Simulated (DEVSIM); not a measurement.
Device: abrupt GaP p-n junction, at 300 K.

| layer (left to right) | material | thickness (μm) | Nd (cm⁻³) | Na (cm⁻³) | τn (s) | τp (s) |
|---|---|---|---|---|---|---|
| 1 | GaP | 11.0 | - | 2e18 | 1.5e-6 | 1.5e-6 |
| 2 | GaP | 280 | 1.7e15 | - | 1.5e-6 | 1.5e-6 |

Left contact: ohmic. Right contact: ohmic. Voltage is applied to the left contact. Recombination: SRH at mid-gap, radiative. Mobility is μmin + (μ − μmin)/(1 + (N/Nref)^α).

Constants are typed, rounded textbook-type inputs, not results; the design itself was drawn at random and stands for no fabricated device. Values at 300 K.

```
parameter         GaP
-------------  ------
gap (eV)         2.26
affinity (eV)     3.8
permittivity     11.1
Nc (cm⁻³)      1.8e19
Nv (cm⁻³)      1.9e19
μn (cm²/Vs)       250
μp (cm²/Vs)       150
μn,min             10
μp,min             10
Nref,n         4.4e18
Nref,p           1e18
αn                0.8
αp               0.85
B (cm³/s)       1e-13
```

DEVSIM, 1D drift-diffusion, Boltzmann statistics, complete ionisation; no tunnelling, impact ionisation, image-force lowering or self-heating.

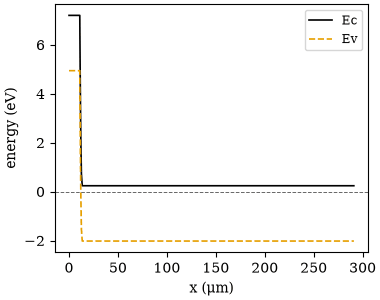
*Band edges at -5.0 V on the left contact*

Energies count from the Fermi level of the right contact; mesh points crowd at the junctions.

| x (μm) | Ec (eV) | Ev (eV) | n (cm⁻³) | p (cm⁻³) | field (V/cm) |
|---|---|---|---|---|---|
| 0.000 | 7.202 | 4.942 | < 1e2 | 2.0e18 | ≈ 0 |
| 0.05749 | 7.202 | 4.942 | < 1e2 | 2.0e18 | ≈ 0 |
| 0.2521 | 7.202 | 4.942 | < 1e2 | 2.0e18 | ≈ 0 |
| 0.9494 | 7.202 | 4.942 | < 1e2 | 2.0e18 | ≈ 0 |
| 4.923 | 7.202 | 4.942 | < 1e2 | 2.0e18 | ≈ 0 |
| 9.180 | 7.202 | 4.942 | < 1e2 | 2.0e18 | ≈ 0 |
| 10.48 | 7.202 | 4.942 | < 1e2 | 2.0e18 | ≈ 0 |
| 10.92 | 7.202 | 4.942 | < 1e2 | 2.0e18 | ≈ 0 |
| 10.99 | 7.197 | 4.937 | < 1e2 | 1.7e18 | -16000 |
| 11.04 | 6.911 | 4.651 | < 1e2 | 2.7e13 | -61000 |
| 11.19 | 6.012 | 3.752 | < 1e2 | < 1e2 | -56000 |
| 12.09 | 2.069 | -0.191 | < 1e2 | < 1e2 | -32000 |
| 14.76 | 0.240 | -2.020 | 1.7e15 | < 1e2 | ≈ 0 |
| 23.86 | 0.240 | -2.020 | 1.7e15 | < 1e2 | ≈ 0 |
| 79.65 | 0.240 | -2.020 | 1.7e15 | < 1e2 | ≈ 0 |
| 205.2 | 0.240 | -2.020 | 1.7e15 | < 1e2 | ≈ 0 |
| 265.8 | 0.240 | -2.020 | 1.7e15 | < 1e2 | ≈ 0 |
| 283.6 | 0.240 | -2.020 | 1.7e15 | < 1e2 | ≈ 0 |
| 289.6 | 0.240 | -2.020 | 1.7e15 | < 1e2 | ≈ 0 |
| 290.6 | 0.240 | -2.020 | 1.7e15 | < 1e2 | ≈ 0 |
| 290.9 | 0.240 | -2.020 | 1.7e15 | < 1e2 | ≈ 0 |
| 291.0 | 0.240 | -2.020 | 1.7e15 | < 1e2 | ≈ 0 |
